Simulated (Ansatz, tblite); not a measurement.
**Sn(OAc)Me3 (C₅H₁₂O₂Sn): spin states and exact exchange**

Is the singlet the ground state of Sn(OAc)Me3 (C₅H₁₂O₂Sn)? Other spin states are computed and compared level by level.

Computed with Ansatz 0.2.0, Gaussian basis. Level: as each input shows.

Levels to be run: triplet, at the geometry of the singlet (GFN1-xTB, GFN2-xTB, PBE0-D4/def2-TZVP, PBE-D4/def2-TZVP, r2SCAN-D4/def2-TZVP); the singlet's energies come from earlier runs.

2 further runs of the same task are left out: 2 set aside as unsound or not needed.

## (1) The relaxed structure

The geometry is that of the singlet, from an earlier relaxation (r2SCAN-D4/def2-SVP).

20 atoms, charge 0, spin multiplicity 1.

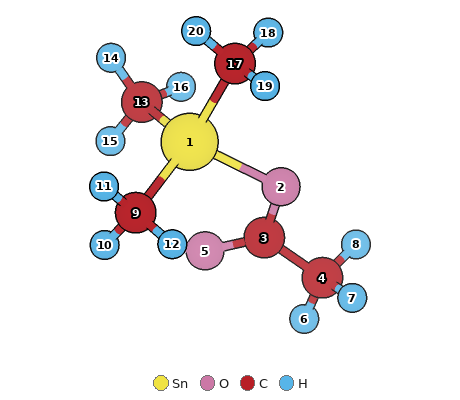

The geometry (tin yellow, oxygen pink, carbon red, hydrogen blue); atoms are numbered from 1 in the order of the file.

Sn takes a core potential in the def2 sets. No spin-orbit coupling is included.

## (2) Triplet at the fixed geometry, GFN1-xTB

Tight binding, by tblite at 300 K electronic temperature and without a spin-polarisation term:

```python
tblite.interface.Calculator('GFN1-xTB', numbers, positions, charge=0, uhf=2).singlepoint()
```

Energy -782.7949 eV; 0.061 s.

## (3) Triplet at the fixed geometry, GFN2-xTB

Tight binding, by tblite at 300 K electronic temperature and without a spin-polarisation term:

```python
tblite.interface.Calculator('GFN2-xTB', numbers, positions, charge=0, uhf=2).singlepoint()
```

Energy -730.6523 eV; 0.2 s.

## (4) Triplet at the fixed geometry, PBE0-D4/def2-TZVP

in.yaml

```yaml
crystal:
  periodic: [false, false, false]
  atoms:
    - {symbol: Sn, position_ang: [-0.130325, -0.232050, -0.856486]}
    - {symbol: O, position_ang: [-0.288292, -0.482359, 1.231450]}
    - {symbol: C, position_ang: [0.312844, 0.556093, 1.758127]}
    - {symbol: C, position_ang: [0.324855, 0.589195, 3.263222]}
    - {symbol: O, position_ang: [0.822847, 1.430420, 1.057764]}
    - {symbol: H, position_ang: [0.834561, 1.490224, 3.623722]}
    - {symbol: H, position_ang: [0.828911, -0.311253, 3.645534]}
    - {symbol: H, position_ang: [-0.708507, 0.558956, 3.640148]}
    - {symbol: C, position_ang: [1.947187, -0.339866, -1.384692]}
    - {symbol: H, position_ang: [2.396304, 0.659312, -1.313348]}
    - {symbol: H, position_ang: [2.069208, -0.741211, -2.401592]}
    - {symbol: H, position_ang: [2.454605, -1.010575, -0.675579]}
    - {symbol: C, position_ang: [-1.248217, 1.516729, -1.403135]}
    - {symbol: H, position_ang: [-1.647136, 1.419076, -2.423595]}
    - {symbol: H, position_ang: [-0.603461, 2.402166, -1.329537]}
    - {symbol: H, position_ang: [-2.089231, 1.628619, -0.702917]}
    - {symbol: C, position_ang: [-1.180519, -2.044333, -1.367287]}
    - {symbol: H, position_ang: [-2.198920, -2.016251, -0.952788]}
    - {symbol: H, position_ang: [-0.652256, -2.913610, -0.948906]}
    - {symbol: H, position_ang: [-1.244448, -2.159282, -2.460105]}
basis:
  gaussian: {orbitals: def2-TZVP}
magnetization: {spin_polarized: true, initial_magnetization: 2}
hamiltonian: {xc: pbe0, dispersion: d4}
scf: {omitted_lower_state_checks: [starts]}
output: {orbitals: {seedname: orbitals}}
```

Launch:

```console
> ansatz run in.yaml --threads 4 --pin off --events-out ev --progress --plain --max-ram 4787MiB
```

The log of the run:

```text
Functional definition: PBE0
  name "PBE0"
  cite "Adamo & Barone, J. Chem. Phys. 110, 6158 (1999) doi:10.1063/1.478522"
  cite "Perdew, Burke & Ernzerhof, Phys. Rev. Lett. 77, 3865 (1996) doi:10.1103/PhysRevLett.77.3865"
  parent pbe
  parameter a = 0.25
  parameter kappa = 0.804
  parameter beta = 0.06672455060314922
  exchange = (1 - a)*pbe_x(kappa = kappa, mu = beta*pi^2/3) + a*exact_x
  correlation = pbe_c(beta = beta)
these checks for a lower state are left out or cut short: starts
2191 factors; their error is unknown
mean field evaluation 1: about -15274.1886 eV, gradient 6.8e1 eV
mean field evaluation 2: about -15239.9793 eV, gradient 1.1e2 eV
mean field evaluation 4: about -15294.1675 eV, gradient 1.7e1 eV
mean field evaluation 8: about -15295.4719 eV, gradient 7.6e-1 eV
mean field evaluation 16: about -15295.5341 eV, gradient 6.5e-3 eV
mean field evaluation 32: about -15295.5341 eV, gradient 1.4e-5 eV
mean field -15295.53412681 eV, -562.1005114748 hartree, gradient 5.9e-6 eV, S^2 2.008588; 0 other end points of the search recorded, 0 dependent functions left out
reference -15295.53417754 eV, -562.1005133390 hartree; 41, 39 occupied and 298, 300 virtual orbitals, 2191 factors
Total energy: -15295.94505342 eV, -562.1156127493 hartree
Checks for a lower state left out: starts
```

It took 64 s on 4 threads of Intel Xeon at 2.50GHz, shared host; peak memory 1.6 GiB.

From the report: HOMO -2.14 eV, LUMO -4.85 eV (over both spins; with the spin held, an empty level of the minority spin lies below the top filled one); ⟨S²⟩ 2.009 (pure: 2.00).

## (5) Triplet at the fixed geometry, PBE-D4/def2-TZVP

start.molden holds the orbitals of an earlier run on this state, given as this run's starting guess.

in.yaml, as its differences from that of step 4:

```diff
@@ -24,5 +24,5 @@
 basis:
-  gaussian: {orbitals: def2-TZVP}
+  gaussian: {orbitals: def2-TZVP, initial_orbitals: start.molden}
 magnetization: {spin_polarized: true, initial_magnetization: 2}
-hamiltonian: {xc: pbe0, dispersion: d4}
+hamiltonian: {xc: pbe, dispersion: d4}
 scf: {omitted_lower_state_checks: [starts]}
```

Same command.

The log of the run:

```text
Functional definition: PBE
  name "PBE"
  cite "Perdew, Burke & Ernzerhof, Phys. Rev. Lett. 77, 3865 (1996) doi:10.1103/PhysRevLett.77.3865"
  parent pbe
  parameter kappa = 0.804
  parameter beta = 0.06672455060314922
  exchange = pbe_x(kappa = kappa, mu = beta*pi^2/3)
  correlation = pbe_c(beta = beta)
these checks for a lower state are left out or cut short: starts
2118 factors; their error is unknown
mean field evaluation 1: about -15294.3531 eV, gradient 8.5e0 eV
mean field evaluation 2: about -15294.6184 eV, gradient 4.4e-1 eV
mean field evaluation 4: about -15294.5769 eV, gradient 1.7e-1 eV
mean field evaluation 8: about -15294.5775 eV, gradient 3.7e-2 eV
mean field evaluation 16: about -15294.5776 eV, gradient 2.6e-5 eV
mean field -15294.57764518 eV, -562.0653614233 hartree, gradient 7.4e-6 eV, S^2 2.004712; 0 other end points of the search recorded, 0 dependent functions left out
reference -15294.57771716 eV, -562.0653640686 hartree; 41, 39 occupied and 298, 300 virtual orbitals, 2118 factors
Total energy: -15295.05409416 eV, -562.0828706004 hartree
Checks for a lower state left out: starts
```

It took 45 s on 4 threads of Intel Xeon at 2.50GHz, shared host; peak memory 1.6 GiB.

From the report: HOMO -0.81 eV, LUMO -6.19 eV (over both spins; with the spin held, an empty level of the minority spin lies below the top filled one); ⟨S²⟩ 2.005 (pure: 2.00).

## (6) Triplet at the fixed geometry, r2SCAN-D4/def2-TZVP

in.yaml, as its differences from that of step 5:

```diff
@@ -26,3 +26,3 @@
 magnetization: {spin_polarized: true, initial_magnetization: 2}
-hamiltonian: {xc: pbe, dispersion: d4}
+hamiltonian: {xc: r2scan, dispersion: d4}
 scf: {omitted_lower_state_checks: [starts]}
```

Launched as before.

The log of the run:

```text
Functional definition: r2SCAN
  name "r2SCAN"
  cite "Furness, Kaplan, Ning, Perdew & Sun, J. Phys. Chem. Lett. 11, 8208 (2020) doi:10.1021/acs.jpclett.0c02405"
  cite "Furness, Kaplan, Ning, Perdew & Sun, J. Phys. Chem. Lett. 11, 9248 (2020) doi:10.1021/acs.jpclett.0c03077"
  parent r2scan
  parameter k0 = 0.174
  parameter k1 = 0.065
  parameter a1 = 4.9479
  exchange = r2scan_x(k0 = k0, k1 = k1, a1 = a1)
  correlation = r2scan_c
these checks for a lower state are left out or cut short: starts
2118 factors; their error is unknown
mean field evaluation 1: about -15303.4380 eV, gradient 5.1e0 eV
mean field evaluation 2: about -15303.5222 eV, gradient 1.4e-1 eV
mean field evaluation 4: about -15303.4800 eV, gradient 7.4e-3 eV
mean field evaluation 8: about -15303.4800 eV, gradient 1.0e-5 eV
mean field -15303.48000806 eV, -562.3925172250 hartree, gradient 1.0e-5 eV, S^2 2.010662; 0 other end points of the search recorded, 0 dependent functions left out
reference -15303.48003166 eV, -562.3925180923 hartree; 41, 39 occupied and 298, 300 virtual orbitals, 2118 factors
Total energy: -15303.61083476 eV, -562.3973250175 hartree
Checks for a lower state left out: starts
```

Run time: 31 s. Hardware: 4 threads of Intel Xeon at 2.50GHz, shared host; peak memory 0.83 GiB.

Report: HOMO -1.10 eV, LUMO -5.74 eV (over both spins; with the spin held, an empty level of the minority spin lies below the top filled one); ⟨S²⟩ 2.011 (pure: 2.00).

## (7) Triplet less singlet, vertical

The singlet's energies are those of its earlier runs, whose logs aren't repeated here.

| level | triplet less singlet, vertical (kJ/mol) | time |
| --- | --- | --- |
| GFN1-xTB | +488.8 | 0.11 s |
| GFN2-xTB | +467.5 | 0.24 s |
| PBE-D4/def2-TZVP | +518.6 | 56 s |
| r2SCAN-D4/def2-TZVP | +514.0 | 44 s |
| PBE0-D4/def2-TZVP | +523.0 | 83 s |

Times add the two runs; a level without a time comes out of a correlated run. Tight binding without a spin term can't rank spin states.

## (8) Summary of results

| quantity | value |
| --- | --- |
| triplet less singlet, vertical, functionals in def2-TZVP | +514.0 (r2SCAN-D4) to +523.0 kJ/mol (PBE0-D4) |

All functionals put the triplet above the singlet, over a spread of 9.0 kJ/mol. The checks for a lower triplet were left out, so another state of that spin may lie lower. These are electronic energies, without zero-point motion, entropy or surroundings.
